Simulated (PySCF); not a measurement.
**C3H9BO2: electronic excitations and core binding energies**

What electronic excitations and core binding energies should C3H9BO2 (`CCB(O)OC`) show?

Computed with PySCF 2.14.0, with density-fitted response routines of our own, on a single molecule in the gas phase. Atoms count from 0, in the outputs and in this text.

### 1 The molecule as given

15 atoms, charge 0, multiplicity 1; geometry from: GFN2-xTB.

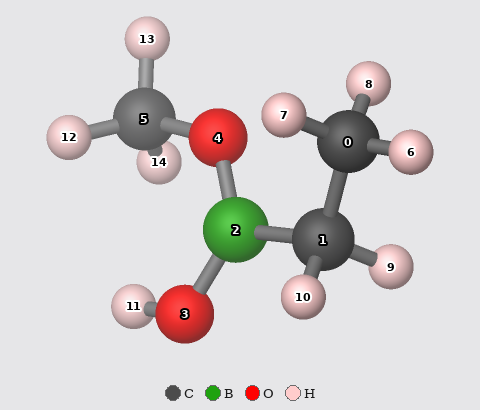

As it starts; carbon dark grey, boron green, oxygen red, hydrogen pink, atoms numbered; sticks join atoms by distance.

### 2 TDDFT and polarisability: PBE0/def2-SVPD

Job settings and geometry (Å):

```
{"job": {"kind": "uv", "xc": "PBE0", "basis": "def2-SVPD", "nstates": 8, "ntriplets": 3}, "charge": 0, "multiplicity": 1}
C      1.900257     1.081434    -0.107894
C      1.503118    -0.390442     0.003746
B     -0.069805    -0.642569     0.132505
O     -0.486000    -1.805954     0.692257
O     -0.910087     0.314106    -0.342275
C     -2.313486     0.211076    -0.307244
H      2.975149     1.182875    -0.244103
H      1.614273     1.620356     0.791651
H      1.394257     1.541885    -0.951592
H      1.864984    -0.917584    -0.882418
H      2.017264    -0.843689     0.852401
H     -1.433634    -1.940060     0.739923
H     -2.680834     0.123796     0.721360
H     -2.715960     1.122800    -0.749798
H     -2.663910    -0.650040    -0.887397
```

Level: TDDFT PBE0/def2-SVPD, vertical, gas phase, core orbitals frozen in the response.

Command:

```sh
$ OMP_NUM_THREADS=1 python probes_run.py task.json out
```

The driver reads the jobs from task.json and runs them one after another.

Standard output:

```text
coarse grid: 12096 points
cycle   1  E = -294.4160910103  dE =  5.641e-01  |g| = 7.972e-01  |ddm| = 5.687e+00
cycle   2  E = -294.2977446949  dE =  1.183e-01  |g| = 1.127e+00  |ddm| = 1.963e+00
cycle   3  E = -294.5436590112  dE = -2.459e-01  |g| = 7.560e-02  |ddm| = 1.077e+00
cycle   4  E = -294.5446458176  dE = -9.868e-04  |g| = 3.286e-02  |ddm| = 1.133e-01
cycle   5  E = -294.5449064873  dE = -2.607e-04  |g| = 5.996e-03  |ddm| = 4.610e-02
cycle   6  E = -294.5449133495  dE = -6.862e-06  |g| = 2.275e-03  |ddm| = 8.930e-03
final grid: 115600 points
cycle   7  E = -294.5980982948  dE = -3.982e-05  |g| = 1.057e-02  |ddm| = 1.201e-01
cycle   8  E = -294.5980772962  dE =  2.100e-05  |g| = 1.504e-02  |ddm| = 2.704e-02
cycle   9  E = -294.5981213423  dE = -4.405e-05  |g| = 1.321e-03  |ddm| = 1.309e-02
cycle  10  E = -294.5981217301  dE = -3.879e-07  |g| = 2.298e-04  |ddm| = 1.523e-03
cycle  11  E = -294.5981217382  dE = -8.024e-09  |g| = 1.255e-04  |ddm| = 4.422e-04
cycle  12  E = -294.5981217411  dE = -2.900e-09  |g| = 2.246e-05  |ddm| = 1.530e-04
cycle  13  E = -294.5981217412  dE = -1.030e-10  |g| = 4.740e-06  |ddm| = 4.069e-05
converged SCF energy = -294.5981217412

Static polarisability (au): isotropic 59.475, principal 49.519 59.845 69.062

Singlet excitations
state   eV       nm        f      main configurations
  1   7.6054    163.0   0.01335   H->L 0.49, H-1->L 0.48
  2   7.6491    162.1   0.01580   H-1->L 0.50, H->L 0.47
  3   8.0657    153.7   0.00481   H-2->L 0.66, H-3->L 0.31
  4   8.2702    149.9   0.00791   H->L+1 0.67, H->L+2 0.20
  5   8.3463    148.5   0.00358   H-3->L 0.61, H-2->L 0.25
  6   8.5445    145.1   0.00252   H->L+2 0.49, H->L+1 0.22, H->L+3 0.18
  7   8.6412    143.5   0.02680   H-1->L+1 0.88
  8   8.7481    141.7   0.00908   H-2->L+2 0.29, H-2->L+1 0.26, H-3->L+2 0.17

Triplet excitations (Tamm-Dancoff, eV): 7.4430 7.4867 7.6582
```

Run time: 33 s. Hardware: 1 thread of Arm Neoverse V1, shared host; peak memory 0.77 GiB.

The orbitals next to the gap, with their largest atomic shares:

| orbital | eV | atoms |
| --- | --- | --- |
| HOMO−3 | -9.28 | O4 24 %, C1 14 %, O3 13 % |
| HOMO−2 | -9.16 | O4 27 %, C0 14 %, C1 11 % |
| HOMO−1 | -8.82 | O4 52 %, O3 13 %, C5 13 % |
| HOMO | -8.53 | C1 32 %, B2 17 %, C0 15 % |
| LUMO | 0.07 | B2 33 %, O3 16 %, C5 14 % |
| LUMO+1 | 0.95 | B2 16 %, C0 12 %, O3 9 % |
| LUMO+2 | 1.33 | B2 20 %, O3 17 %, O4 16 % |

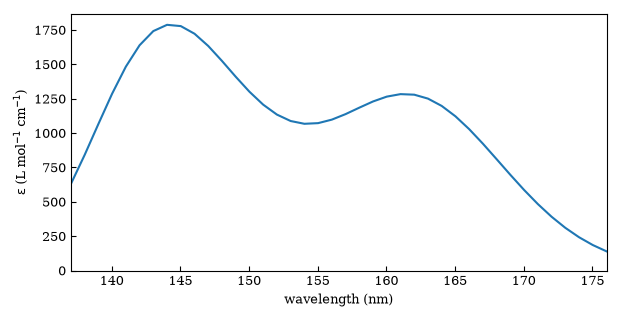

Absorption spectrum: each of the 8 states is a Gaussian band of 0.4 eV half-width at 1/e. Beyond the last state computed it falls off for lack of states.

Further results of this job:

| property | computed |
| --- | --- |
| dipole moment (D) | 2.53 |
| polarisability (Å³) | 8.81 |
| HOMO–LUMO gap (eV) | 8.61 |
| −ε(HOMO) (eV) | 8.53 |

### 3 Core holes by ΔSCF: SCAN, X2C

Settings changed since step 2:

```diff
@@ -1,2 +1,2 @@
-{"job": {"kind": "uv", "xc": "PBE0", "basis": "def2-SVPD", "nstates": 8, "ntriplets": 3}, "charge": 0, "multiplicity": 1}
+{"job": {"kind": "xps"}, "charge": 0, "multiplicity": 1}
 C      1.900257     1.081434    -0.107894
```

With the program's defaults for keys left out, this is: delta-SCF UKS SCAN, pcX-2 on the ionised atom, pcseg-1 elsewhere, spin-free X2C.

Standard output:

```text
ground state, core basis on atom 0 (C), 160 functions
  cycle   1  E = -294.95070851  |g| = 8.78e-01
  cycle   2  E = -294.73504622  |g| = 1.36e+00
  cycle   3  E = -295.10814650  |g| = 1.23e-01
  cycle   4  E = -295.11094938  |g| = 4.64e-02
  cycle   5  E = -295.11144352  |g| = 1.25e-02
  cycle   6  E = -295.11146557  |g| = 6.73e-03
  cycle   7  E = -295.11147433  |g| = 1.83e-03
  cycle   8  E = -295.11147412  |g| = 6.62e-04
  cycle   9  E = -295.11147574  |g| = 8.39e-05
  E(ground) = -295.12633183 Eh
hole in C 1s of atom 0
  cycle   1  E = -283.89894939  |g| = 1.50e+00
  cycle   2  E = -283.42425705  |g| = 1.69e+00
  cycle   3  E = -284.42026863  |g| = 2.96e-01
  cycle   4  E = -284.45002089  |g| = 9.70e-02
  cycle   5  E = -284.45236465  |g| = 5.69e-02
  cycle   6  E = -284.45347648  |g| = 1.53e-02
  cycle   7  E = -284.45356037  |g| = 7.85e-03
  cycle   8  E = -284.45358470  |g| = 2.70e-03
  cycle   9  E = -284.45358908  |g| = 1.17e-03
  cycle  10  E = -284.45359011  |g| = 5.55e-04
  cycle  11  E = -284.45359025  |g| = 1.44e-04
  E(ion) = -284.46725488 Eh   <S^2> = 0.7677   hole on atom = 1.000   binding energy = 290.048 eV
ground state, core basis on atom 1 (C), 160 functions
  cycle   1  E = -295.11143093  |g| = 5.95e-02
  cycle   2  E = -295.11135929  |g| = 2.75e-02
  cycle   3  E = -295.11143774  |g| = 2.09e-02
  cycle   4  E = -295.11154678  |g| = 1.63e-03
  cycle   5  E = -295.11154832  |g| = 3.70e-04
  E(ground) = -295.12641608 Eh
hole in C 1s of atom 1
  cycle   1  E = -283.90724037  |g| = 1.51e+00
  cycle   2  E = -283.35719469  |g| = 1.75e+00
  cycle   3  E = -284.42678865  |g| = 3.28e-01
  cycle   4  E = -284.45878992  |g| = 1.61e-01
  cycle   5  E = -284.46775129  |g| = 4.92e-02
  cycle   6  E = -284.46849645  |g| = 1.70e-02
  cycle   7  E = -284.46858007  |g| = 1.04e-02
  cycle   8  E = -284.46861938  |g| = 3.55e-03
  cycle   9  E = -284.46862684  |g| = 1.17e-03
  cycle  10  E = -284.46862715  |g| = 4.63e-04
  E(ion) = -284.48180418 Eh   <S^2> = 0.7676   hole on atom = 1.000   binding energy = 289.655 eV
ground state, core basis on atom 2 (B), 160 functions
  cycle   1  E = -295.10977056  |g| = 5.46e-02
  cycle   2  E = -295.10962199  |g| = 4.39e-02
  cycle   3  E = -295.10996470  |g| = 1.87e-02
  cycle   4  E = -295.11002527  |g| = 5.99e-03
  cycle   5  E = -295.11003322  |g| = 8.73e-04
  cycle   6  E = -295.11003283  |g| = 3.60e-04
  E(ground) = -295.12588749 Eh
hole in B 1s of atom 2
  cycle   1  E = -287.48585245  |g| = 1.18e+00
  cycle   2  E = -286.37509281  |g| = 1.79e+00
  cycle   3  E = -287.80215100  |g| = 3.72e-01
  cycle   4  E = -287.85041917  |g| = 2.49e-01
  cycle   5  E = -287.87044836  |g| = 1.34e-01
  cycle   6  E = -287.87725085  |g| = 3.10e-02
  cycle   7  E = -287.87767748  |g| = 7.13e-03
  cycle   8  E = -287.87770921  |g| = 3.13e-03
  cycle   9  E = -287.87771498  |g| = 2.07e-03
  cycle  10  E = -287.87771760  |g| = 9.96e-04
  cycle  11  E = -287.87771928  |g| = 5.34e-04
  cycle  12  E = -287.87771834  |g| = 1.31e-04
  E(ion) = -287.89262788 Eh   <S^2> = 0.7738   hole on atom = 1.000   binding energy = 196.827 eV
ground state, core basis on atom 3 (O), 160 functions
  cycle   1  E = -295.14130669  |g| = 1.00e-01
  cycle   2  E = -295.14047560  |g| = 8.23e-02
  cycle   3  E = -295.14105851  |g| = 5.76e-02
  cycle   4  E = -295.14161445  |g| = 7.44e-03
  cycle   5  E = -295.14162547  |g| = 8.16e-04
  cycle   6  E = -295.14162445  |g| = 2.09e-04
  E(ground) = -295.15350826 Eh
hole in O 1s of atom 3
  cycle   1  E = -274.52992083  |g| = 2.22e+00
  cycle   2  E = -273.73619284  |g| = 2.30e+00
  cycle   3  E = -275.19392572  |g| = 5.80e-01
  cycle   4  E = -275.23889410  |g| = 4.82e-01
  cycle   5  E = -275.32597518  |g| = 1.22e-01
  cycle   6  E = -275.33124129  |g| = 4.41e-02
  cycle   7  E = -275.33220029  |g| = 5.82e-03
  cycle   8  E = -275.33221988  |g| = 2.27e-03
  cycle   9  E = -275.33222259  |g| = 1.26e-03
  cycle  10  E = -275.33222373  |g| = 4.11e-04
  E(ion) = -275.34497128 Eh   <S^2> = 0.7611   hole on atom = 1.000   binding energy = 539.018 eV
ground state, core basis on atom 4 (O), 160 functions
  cycle   1  E = -295.14069161  |g| = 1.18e-01
  cycle   2  E = -295.13756266  |g| = 1.52e-01
  cycle   3  E = -295.14141482  |g| = 4.45e-02
  cycle   4  E = -295.14174833  |g| = 1.09e-02
  cycle   5  E = -295.14176766  |g| = 1.33e-03
  cycle   6  E = -295.14176843  |g| = 2.40e-04
  E(ground) = -295.15404344 Eh
hole in O 1s of atom 4
  cycle   1  E = -274.53200407  |g| = 2.23e+00
  cycle   2  E = -274.01655753  |g| = 2.24e+00
  cycle   3  E = -275.26062048  |g| = 5.11e-01
  cycle   4  E = -275.28439397  |g| = 4.08e-01
  cycle   5  E = -275.34715373  |g| = 6.28e-02
  cycle   6  E = -275.34844086  |g| = 2.02e-02
  cycle   7  E = -275.34864682  |g| = 4.92e-03
  cycle   8  E = -275.34865798  |g| = 1.48e-03
  cycle   9  E = -275.34865987  |g| = 6.84e-04
  cycle  10  E = -275.34865937  |g| = 1.83e-04
  E(ion) = -275.36189717 Eh   <S^2> = 0.7620   hole on atom = 1.000   binding energy = 538.572 eV
ground state, core basis on atom 5 (C), 160 functions
  cycle   1  E = -295.11293347  |g| = 8.95e-02
  cycle   2  E = -295.11058659  |g| = 1.33e-01
  cycle   3  E = -295.11373662  |g| = 2.18e-02
  cycle   4  E = -295.11380423  |g| = 1.12e-02
  cycle   5  E = -295.11382771  |g| = 8.42e-04
  cycle   6  E = -295.11382610  |g| = 2.50e-04
  E(ground) = -295.12809386 Eh
hole in C 1s of atom 5
  cycle   1  E = -283.81039912  |g| = 1.50e+00
  cycle   2  E = -281.69218387  |g| = 2.36e+00
  cycle   3  E = -284.07440357  |g| = 7.99e-01
  cycle   4  E = -284.28978169  |g| = 4.27e-01
  cycle   5  E = -284.35018911  |g| = 1.42e-01
  cycle   6  E = -284.35620570  |g| = 6.28e-02
  cycle   7  E = -284.35794071  |g| = 1.62e-02
  cycle   8  E = -284.35802940  |g| = 7.93e-03
  cycle   9  E = -284.35806179  |g| = 2.32e-03
  cycle  10  E = -284.35806694  |g| = 1.35e-03
  cycle  11  E = -284.35806980  |g| = 5.08e-04
  cycle  12  E = -284.35806972  |g| = 1.37e-04
  E(ion) = -284.37183877 Eh   <S^2> = 0.7733   hole on atom = 1.000   binding energy = 292.693 eV
```

Run time: 67 s. Hardware: 1 thread of Arm Neoverse V1, shared host; peak memory 0.6 GiB.

The holes in one table. −ε is the ground-state orbital energy:

| hole | stands for | environment | ΔSCF (eV) | −ε (eV) | ⟨S²⟩ |
| --- | --- | --- | --- | --- | --- |
| C1s on C0 | C0 | methyl carbon | 290.05 | 272.8 | 0.768 |
| C1s on C1 | C1 | sp3 CH2 bonded to B | 289.65 | 272.5 | 0.768 |
| B1s on B2 | B2 | boron bonded to C, 2 O | 196.83 | 180.5 | 0.774 |
| O1s on O3 | O3 | oxygen bonded to B, H | 539.02 | 516.9 | 0.761 |
| O1s on O4 | O4 | oxygen bonded to C, B | 538.57 | 516.8 | 0.762 |
| C1s on C5 | C5 | methyl carbon bonded to O | 292.69 | 275.2 | 0.773 |

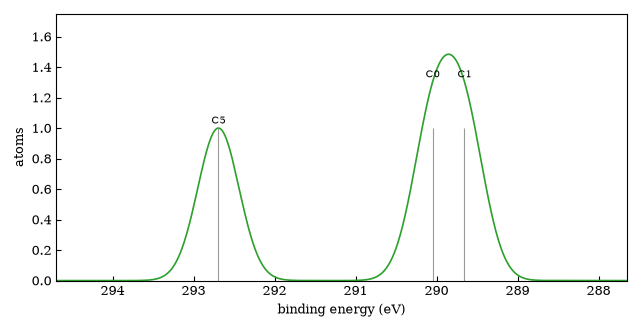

The C1s photoelectron lines, weighted by the number of atoms. Lines are broadened to a width of 0.60 eV (Gaussian).

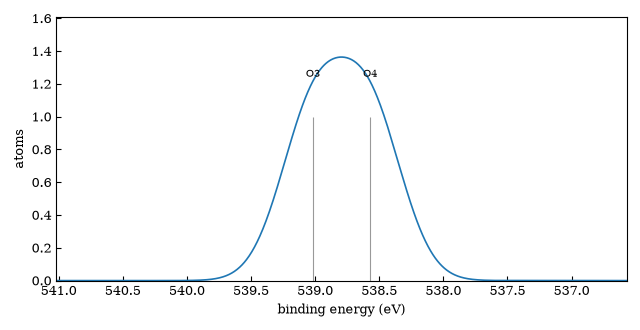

The O1s photoelectron lines, weighted by the number of atoms. Lines are broadened to a width of 0.60 eV (Gaussian).

### 4 What came out

| quantity | value |
| --- | --- |
| lowest singlet (PBE0/def2-SVPD) | 7.61 eV (163 nm), f = 0.013 |
| brightest single state of those computed | state 7, 8.64 eV, f = 0.027 |
| lowest triplet | 7.44 eV |
| C1s binding energies, SCAN/pcX-2 | C5 292.69, C0 290.05, C1 289.65 eV |
| O1s binding energies, SCAN/pcX-2 | O3 539.02, O4 538.57 eV |
| B1s binding energies, SCAN/pcX-2 | B2 196.83 eV |

**Reading.** The first singlet state (HOMO→LUMO 0.49, HOMO−1→LUMO 0.48) lies at 7.61 eV and is weak; of the 8 states computed, the strongest absorption comes from state 7 at 8.64 eV. The lowest triplet lies 0.16 eV below the lowest singlet (triplets in Tamm-Dancoff, singlets in full TDDFT). States above −ε(HOMO) lie where TDDFT describes them poorly and they hang on the basis; the brightest is among them. C5 (methyl carbon bonded to O) binds its C1s electron 3.04 eV more tightly than C1 (sp3 CH2 bonded to B). O3 (oxygen bonded to B, H) binds its O1s electron 0.45 eV more tightly than O4 (oxygen bonded to C, B).
